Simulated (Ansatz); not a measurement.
**SiH2OF2: geometry relaxation**

- system: SiH2OF2
- method: RKS BHLYP-D4/def2-SVP (Ansatz 0.2.0)

The input holds or restrains some coordinates. Forces given for the steps count only the free coordinates. It belongs to a series of runs on one base structure; here: pulled along the bonds that form and break, towards end B. Figures and captions count atoms from 1; the log counts them from 0 in places.

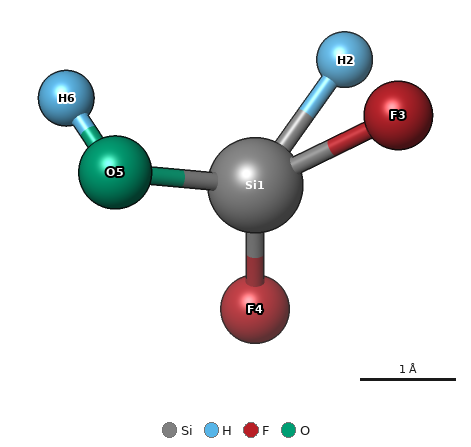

Figure 1. The starting structure (ball-and-stick view, seen at a tilt; atoms are numbered from 1 in the order of the input). Bond lengths as drawn: F–Si 1.59 to 1.79 Å, H–O 1.01 Å, H–Si 1.66 Å and O–Si 1.68 Å.

## Results in brief

| quantity | value |
| --- | --- |
| outcome | converged under the restraints of the input |
| total energy | −15381.2003 eV |
| mean-field energy | −15381.1001 eV |
| largest force (length of the vector) at the end, held atoms and coordinates included | 0.117 eV/Å |
| hardware | 1 thread of Arm Neoverse V2, 24 GiB of memory available, shared host |
| wall time | 21 s |
| peak memory | 0.14 GiB |

## Input
```yaml
crystal:
  periodic: [false, false, false]
  atoms:
    - { symbol: Si, position_ang: [0.0, 0.0, 0.0] }
    - { symbol: H, position_ang: [0.8854, 0.0, 1.4041] }
    - { symbol: F, position_ang: [1.7331, 0.0, 0.448] }
    - { symbol: F, position_ang: [-0.7489, 1.2974, -0.5295] }
    - { symbol: O, position_ang: [-0.7913, -1.3709, -0.5594] }
    - { symbol: H, position_ang: [-1.2459, -1.8365, 0.2129] }
basis:
  gaussian: { orbitals: def2-SVP }
hamiltonian:
  xc: { name: BHLYP }
  dispersion: d4
relax:
  f_tol: 0.15
  max_steps: 25
  restrain:
    - { distance: [1, 2], at: 0.92, k: 30.0 }
    - { distance: [0, 1], at: 2.66, k: 30.0 }
    - { distance: [0, 2], at: 2.79, k: 30.0 }
output:
  orbitals: {}
```

Launch command:
```bash
ansatz run input.yaml --threads 1 --pin off --max-ram 2048MiB --backend cpu --events-out ev --progress --plain --runs-dir out
```

## Log
```
The last accepted step is kept in [file] (removed where the run ends without a failure and the disk answers)
Engine: ansatz 0.2.0, aarch64-unknown-linux-gnu
Functional definition: BHLYP
  parameter a = 0.5
  exchange = (1 - a)*b88_x + a*exact_x
  correlation = lyp_c
696 factors; integrals over basis functions are off by at most 4.0e-4 eV
mean field evaluation 1: about -15374.2294 eV, gradient 5.3e1 eV
mean field evaluation 2: about -15372.1483 eV, gradient 6.5e1 eV
mean field evaluation 4: about -15378.9991 eV, gradient 1.8e0 eV
mean field evaluation 8: about -15379.0057 eV, gradient 1.1e-1 eV
mean field evaluation 16: about -15379.0058 eV, gradient 3.9e-5 eV
mean field -15379.00581830 eV, -565.1680395579 hartree, gradient 3.9e-5 eV, S^2 0.000000; 0 other end points of the search recorded, 0 dependent functions left out
the calculation of the forces begins
reference -15379.00594826 eV, -565.1680443339 hartree; 21, 21 occupied and 49, 49 virtual orbitals, 696 factors
relax step   1: F+E_penalty+E_count = -15379.11017485 eV  Δ(F+E_penalty+E_count) = +0.000e0 eV  max|allowed force component| = 5.147e0 eV/Å  E_restraint = 31.91962985 eV  max|allowed force component, restraints' pulls added| = 4.566e1 eV/Å  Δτ_max = 0.0000 Å  (26 SCF iters, accepted)
  distance H 1 - F 2 = 1.2778 Å
  distance Si 0 - H 1 = 1.6599 Å
  distance Si 0 - F 2 = 1.7901 Å
these checks for a lower state are left out or cut short: starts, cluster_reference, orbital_swaps, neighbouring_geometries, increment
696 factors; integrals over basis functions are off by at most 4.2e-4 eV
mean field -15378.11775959 eV, -565.1354040024 hartree, gradient 1.8e-5 eV, S^2 0.000000; 0 other end points of the search recorded, 0 dependent functions left out
[... from here on the field's lines of each further geometry are left out, up to the last ...]
relax step   2: F+E_penalty+E_count = -15378.22481118 eV  Δ(F+E_penalty+E_count) = +8.854e-1 eV  max|allowed force component| = 5.563e0 eV/Å  E_restraint = 15.88082588 eV  max|allowed force component, restraints' pulls added| = 3.126e1 eV/Å  Δτ_max = 0.1911 Å  (38 SCF iters, accepted)
relax step   3: F+E_penalty+E_count = -15378.35393279 eV  Δ(F+E_penalty+E_count) = -1.291e-1 eV  max|allowed force component| = 5.474e0 eV/Å  E_restraint = 5.29469299 eV  max|allowed force component, restraints' pulls added| = 1.662e1 eV/Å  Δτ_max = 0.1949 Å  (36 SCF iters, accepted)
relax step   4: F+E_penalty+E_count = -15379.33129170 eV  Δ(F+E_penalty+E_count) = -9.774e-1 eV  max|allowed force component| = 4.081e0 eV/Å  E_restraint = 0.46166492 eV  max|allowed force component, restraints' pulls added| = 6.457e0 eV/Å  Δτ_max = 0.1950 Å  (34 SCF iters, accepted)
relax step   5: F+E_penalty+E_count = -15380.14928014 eV  Δ(F+E_penalty+E_count) = -8.180e-1 eV  max|allowed force component| = 2.344e0 eV/Å  E_restraint = 0.02275141 eV  max|allowed force component, restraints' pulls added| = 2.344e0 eV/Å  Δτ_max = 0.1931 Å  (36 SCF iters, accepted)
relax step   6: F+E_penalty+E_count = -15380.66604300 eV  Δ(F+E_penalty+E_count) = -5.168e-1 eV  max|allowed force component| = 2.512e0 eV/Å  E_restraint = 0.00486859 eV  max|allowed force component, restraints' pulls added| = 2.512e0 eV/Å  Δτ_max = 0.2000 Å  (36 SCF iters, accepted)
relax step   7: F+E_penalty+E_count = -15380.97077762 eV  Δ(F+E_penalty+E_count) = -3.047e-1 eV  max|allowed force component| = 1.987e0 eV/Å  E_restraint = 0.00426289 eV  max|allowed force component, restraints' pulls added| = 2.048e0 eV/Å  Δτ_max = 0.1984 Å  (30 SCF iters, accepted)
relax step   8: F+E_penalty+E_count = -15381.16822061 eV  Δ(F+E_penalty+E_count) = -1.974e-1 eV  max|allowed force component| = 7.351e-1 eV/Å  E_restraint = 0.00048365 eV  max|allowed force component, restraints' pulls added| = 7.351e-1 eV/Å  Δτ_max = 0.2000 Å  (35 SCF iters, accepted)
relax step   9: F+E_penalty+E_count = -15381.08208230 eV  Δ(F+E_penalty+E_count) = +8.614e-2 eV  max|allowed force component| = 2.450e0 eV/Å  E_restraint = 0.05320875 eV  max|allowed force component, restraints' pulls added| = 4.009e0 eV/Å  Δτ_max = 0.1953 Å  (35 SCF iters, rejected (line search))
relax step  10: F+E_penalty+E_count = -15381.19117597 eV  Δ(F+E_penalty+E_count) = -2.296e-2 eV  max|allowed force component| = 3.275e-1 eV/Å  E_restraint = 0.00008696 eV  max|allowed force component, restraints' pulls added| = 3.275e-1 eV/Å  Δτ_max = 0.0975 Å  (30 SCF iters, accepted)
the calculation of the forces begins
reference -15381.10012578 eV, -565.2450039381 hartree; 21, 21 occupied and 49, 49 virtual orbitals, 697 factors
relax step  11: F+E_penalty+E_count = -15381.20018659 eV  Δ(F+E_penalty+E_count) = -9.011e-3 eV  max|allowed force component| = 1.162e-1 eV/Å  E_restraint = 0.00032249 eV  max|allowed force component, restraints' pulls added| = 4.929e-2 eV/Å  Δτ_max = 0.0752 Å  (30 SCF iters, accepted)
  distance H 1 - F 2 = 0.9178 Å
  distance Si 0 - H 1 = 2.6634 Å
  distance Si 0 - F 2 = 2.7877 Å
697 factors; integrals over basis functions are off by at most 7.4e-4 eV
mean field evaluation 96: about -15375.6862 eV, gradient 5.6e1 eV
```

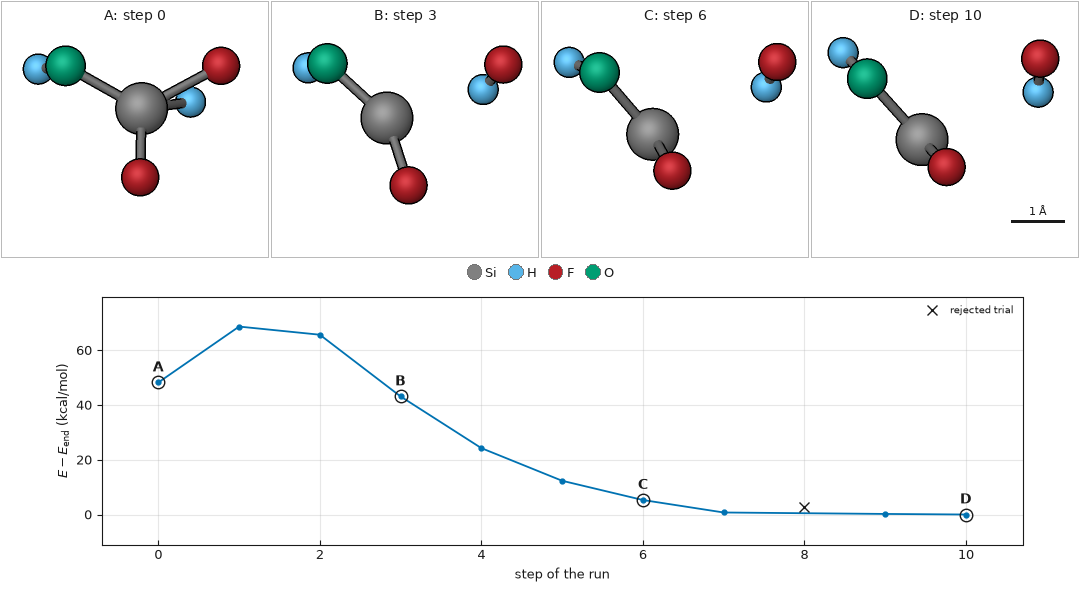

Figure 2. Frames of the restrained relaxation (ball-and-stick view, seen at a tilt) above the curves, on which the letters mark them (the first geometry is step 0 here and step 1 in the log).

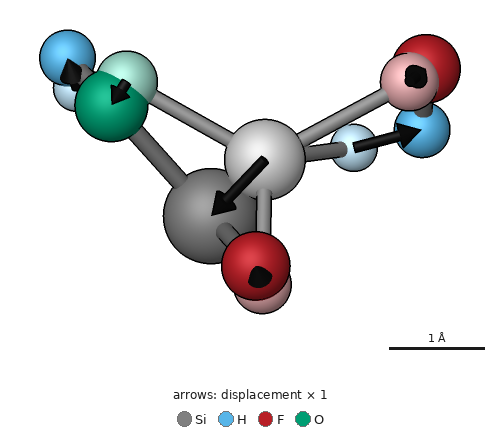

Figure 3. Start (faint) and end (solid) with the displacements as black arrows, at true length (ball-and-stick view, seen at a tilt). The two geometries are laid on each other by the best rigid fit. The largest move after the best rigid fit is that of Si1, 0.86 Å. By element the largest moves are Si 0.86 Å, H 0.75 Å, F 0.37 Å, O 0.30 Å. Distances before and after: Si1–H2 1.660 → 2.663 Å, Si1–F3 1.790 → 2.788 Å, H2–F3 1.278 → 0.918 Å, O5–H6 1.010 → 0.954 Å. New bonds form: H2–F3 (1.28 → 0.92 Å). Bonds break: Si1–F3 (1.79 → 2.79 Å), Si1–H2 (1.66 → 2.66 Å). Among the angles that change: F4–Si1–O5 109.5° → 98.7°, Si1–O5–H6 109.5° → 118.2°. Over 10 geometry steps the energy falls by 48.2 kcal/mol. Largest force component: 5.1 eV/Å at the start, 0.12 eV/Å at the end. The line search rejected the trial step at point 8 (counted from 0) and went back. (Atoms are counted from 1 in the order of the input.)

```
mean field -15381.09999634 eV, -565.2449991816 hartree, gradient 1.7e-5 eV, S^2 0.000000; 1 other end points of the search recorded, 0 dependent functions left out
the calculation of the forces begins
reference -15381.10012578 eV, -565.2450039381 hartree; 21, 21 occupied and 49, 49 virtual orbitals, 697 factors
Total energy: -15381.20031602 eV, -565.2486858618 hartree
Atom 0 at    -0.794652     0.107860     0.309282 Å, force    -0.036983     0.023911    -0.005977 eV/Å
Atom 1 at     1.564613     0.198326     1.541928 Å, force     0.116215    -0.006724    -0.008907 eV/Å
Atom 2 at     1.947136    -0.106650     0.765352 Å, force    -0.089553     0.019503     0.039431 eV/Å
Atom 3 at    -0.683599     1.194959    -0.882505 Å, force     0.021098     0.022702     0.000190 eV/Å
Atom 4 at    -1.041620    -1.235513    -0.603237 Å, force    -0.018608    -0.010107    -0.046974 eV/Å
Atom 5 at    -1.159478    -2.068982    -0.154720 Å, force     0.007831    -0.049286     0.022236 eV/Å
Dipole moment:    -0.115827    -0.312239     0.647083 e Å
```

## Trajectory as extended XYZ (Å, eV, eV/Å), 11 frames, from step=1 to step=11
```
6
Properties=species:S:1:pos:R:3:forces:R:3 step=1 energy=-15379.11017
Si    0.0000    0.0000    0.0000   -0.6127  -1.6662   5.1474
H     0.8854    0.0000    1.4041   -3.8455   0.0910   1.1712
F     1.7331    0.0000    0.4480    2.6006   0.0167  -4.3852
F    -0.7489    1.2974   -0.5295    0.5732   0.2117  -1.2640
O    -0.7913   -1.3709   -0.5594    0.0129   0.2592   1.1172
H    -1.2459   -1.8365    0.2129    1.2716   1.0877  -1.7866
6
Properties=species:S:1:pos:R:3:forces:R:3 step=2 energy=-15378.22481
Si   -0.1654   -0.0090   -0.0953    1.1055  -1.2285   5.5629
H     1.0372    0.0007    1.5116    0.0908   0.0524  -2.7674
F     1.8109   -0.0018    0.5202   -0.0986  -0.0159   0.8567
F    -0.7846    1.3307   -0.5756   -0.7640   1.6191  -2.0925
O    -0.8272   -1.3980   -0.5854   -1.0221  -0.8425  -0.4323
H    -1.2385   -1.8327    0.2005    0.6884   0.4153  -1.1274
6
Properties=species:S:1:pos:R:3:forces:R:3 step=3 energy=-15378.35393
Si   -0.3435   -0.0150   -0.1741    2.5038  -0.8300   5.4742
H     1.1831    0.0024    1.5238    2.8950   0.0339  -4.4796
F     1.8895   -0.0008    0.6470   -1.5780   0.0035   4.2806
F    -0.8078    1.3580   -0.6074   -1.9488   3.7505  -2.8837
O    -0.8537   -1.4220   -0.6050   -2.1732  -2.8666  -1.7853
H    -1.2353   -1.8327    0.1918    0.3013  -0.0915  -0.6062
6
Properties=species:S:1:pos:R:3:forces:R:3 step=4 energy=-15379.33129
Si   -0.4982   -0.0428   -0.2198    1.9362   3.5060   4.0808
H     1.3770    0.0043    1.5034   -1.3759   0.0583   1.3350
F     1.9482    0.0007    0.8221    2.2540  -0.0190  -1.2088
F    -0.8579    1.4558   -0.6727   -0.8160   0.2533  -1.6909
O    -0.8981   -1.4768   -0.6382   -2.0024  -3.2588  -2.4392
H    -1.2386   -1.8513    0.1814    0.0042  -0.5397  -0.0768
6
Properties=species:S:1:pos:R:3:forces:R:3 step=5 energy=-15380.14928
Si   -0.5985   -0.0036   -0.0595    0.0286   2.3232   1.6966
H     1.4668    0.0286    1.5544    0.1610   0.0418  -0.3323
F     2.0415    0.0060    0.8330    0.1456  -0.0211   0.2989
F    -0.8697    1.5050   -0.7949    0.1192  -2.3442  -0.3527
O    -0.9041   -1.4984   -0.6598   -0.7500   0.1665  -0.8071
H    -1.3036   -1.9476    0.1029    0.2955  -0.1662  -0.5036
6
Properties=species:S:1:pos:R:3:forces:R:3 step=6 energy=-15380.66604
Si   -0.6717    0.0063    0.1263   -0.2556   2.0365  -0.2510
H     1.5368    0.0757    1.5792    0.3629  -0.0077  -0.4939
F     2.0408    0.0123    0.8036   -0.2753   0.0242   0.4661
F    -0.8296    1.3973   -0.8618    0.2986  -2.5120   0.7604
O    -0.8925   -1.4300   -0.6720   -0.6996   0.4031   0.3312
H    -1.3514   -1.9716    0.0008    0.5690   0.0559  -0.8128
6
Properties=species:S:1:pos:R:3:forces:R:3 step=7 energy=-15380.97078
Si   -0.7292    0.0290    0.2912   -0.1344   1.7341  -1.9875
H     1.5803    0.0845    1.5993    0.6277  -0.0270  -0.9150
F     2.0218    0.0300    0.7762   -0.6238   0.0402   0.9379
F    -0.7844    1.2151   -0.9259    0.2492  -1.4726   1.6791
O    -0.9357   -1.2981   -0.6723   -0.4871  -0.1365   0.8778
H    -1.3203   -1.9705   -0.0925    0.3684  -0.1382  -0.5923
6
Properties=species:S:1:pos:R:3:forces:R:3 step=8 energy=-15381.16822
Si   -0.7783    0.1423    0.2856   -0.0459   0.2911  -0.0138
H     1.5512    0.0815    1.5678    0.1586   0.0285  -0.1271
F     1.9620   -0.0204    0.7511   -0.1216  -0.0176   0.1480
F    -0.7055    1.2312   -0.9267   -0.0051  -0.4618   0.2477
O    -1.0178   -1.2426   -0.5570   -0.1694  -0.5754  -0.0801
H    -1.1791   -2.1021   -0.1447    0.1833   0.7351  -0.1748
6
Properties=species:S:1:pos:R:3:forces:R:3 step=9 energy=-15381.08208 accepted=F
Si   -0.8507    0.1063    0.3465    0.1950   0.2927  -0.7575
H     1.5524    0.2712    1.5211    1.2058  -1.3250  -2.3804
F     1.9068   -0.1661    0.7240   -1.2408   1.3665   2.4505
F    -0.6250    1.2054   -0.8532   -0.1105  -0.5302   0.5906
O    -0.9757   -1.2499   -0.5808    0.0764   0.9319  -0.3117
H    -1.1755   -2.0770   -0.1814   -0.1259  -0.7359   0.4086
6
Properties=species:S:1:pos:R:3:forces:R:3 step=10 energy=-15381.19118
Si   -0.7650    0.1079    0.3004   -0.0607   0.1886  -0.0866
H     1.5707    0.1448    1.5722    0.0916   0.0243  -0.0164
F     1.9802   -0.0395    0.7719   -0.0411  -0.0252   0.0280
F    -0.6921    1.1829   -0.9117    0.0003  -0.0502   0.1457
O    -1.1073   -1.2249   -0.5915    0.0397  -0.3275  -0.0271
H    -1.1541   -2.0812   -0.1653   -0.0298   0.1901  -0.0435
6
Properties=species:S:1:pos:R:3:forces:R:3 step=11 energy=-15381.20019
Si   -0.7947    0.1079    0.3093   -0.0370   0.0239  -0.0060
H     1.5646    0.1983    1.5419    0.1162  -0.0067  -0.0089
F     1.9471   -0.1066    0.7654   -0.0896   0.0195   0.0394
F    -0.6836    1.1950   -0.8825    0.0211   0.0227   0.0002
O    -1.0416   -1.2355   -0.6032   -0.0186  -0.0101  -0.0470
H    -1.1595   -2.0690   -0.1547    0.0078  -0.0493   0.0222
```

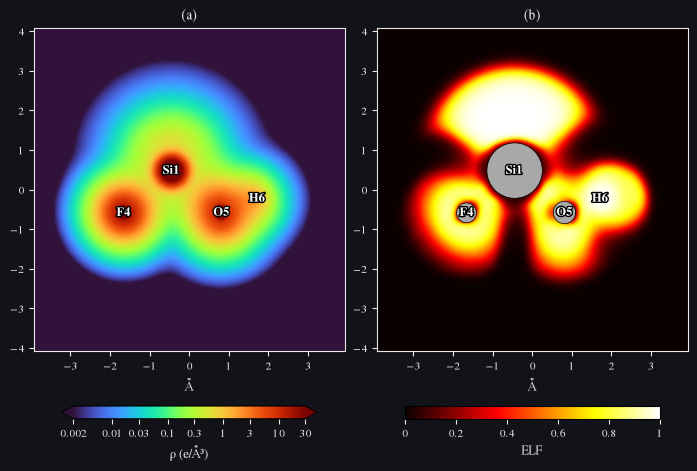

Figure 4. (a) total electron density; (b) ELF on the plane of atoms F4, Si1 and O5. Grey discs, where drawn, cover atomic cores. The section cuts through Si, F, O and H sites. Si–F (1.62 Å): ρ is about 1 e/Å³ halfway; the ELF peaks at about 0.85 between the atoms. Si–O (1.64 Å): ρ is about 1.1 e/Å³ halfway; the ELF peaks at about 0.90 between the atoms, which marks a shared but strongly polarised pair.

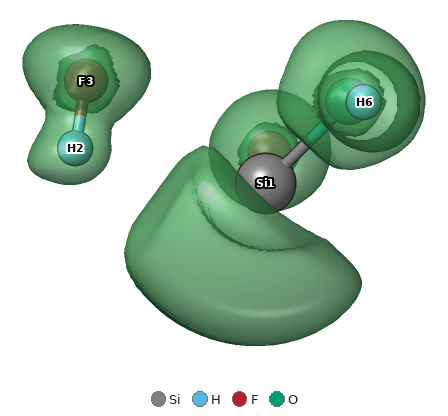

Figure 5. Isosurface of the ELF at 0.75 (green), seen from the side. Only the valence region is drawn (cores and ρ < 0.01 e/Å³ removed). Profiles from the grid: Si1···F3 (2.79 Å): the ELF is only about 0.05 between them. Si–F (1.62 Å): the ELF peaks at about 0.85 between the atoms.
